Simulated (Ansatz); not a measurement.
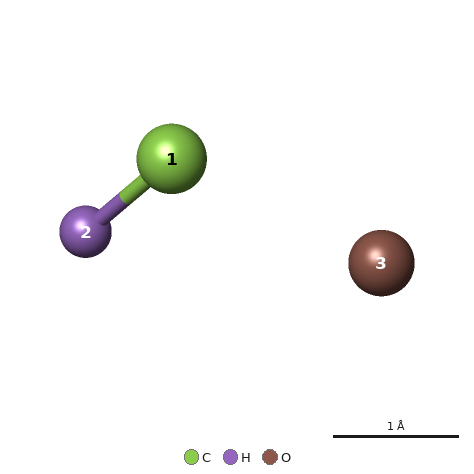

(Drawn from a calculation with Ansatz.)

Charge 0, doublet. Geometry: a fixed input geometry, not necessarily a minimum.

List the bonds and their lengths.

```json
{"bond": "C1–H2", "length (Å)": "1.119"}
```
